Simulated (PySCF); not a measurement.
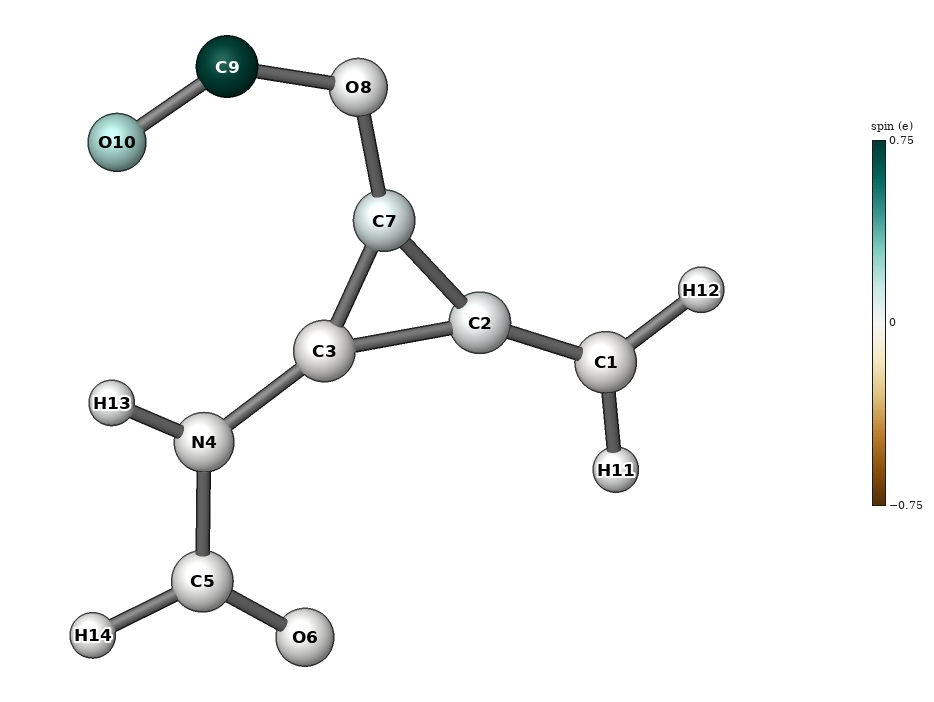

Atoms are coloured by their Mulliken spin populations. State: neutral, doublet. The geometry was computed by an optimisation with GFN2-xTB. No frequency run is at hand to confirm it as a minimum. Level of theory: UKS B3LYP, pcH-1 on C H N O, non-relativistic (PySCF 2.14.0).

List the Mulliken spin populations.

```
atom  value (e)
  C1      −0.01
  C2       0.02
  C3      −0.01
  N4       0.00
  C5       0.00
  O6       0.00
  C7       0.06
  O8       0.00
  C9       0.73
 O10       0.20
 H11       0.00
 H12       0.00
 H13       0.01
 H14       0.00
```

Mulliken values depend strongly on the basis set.
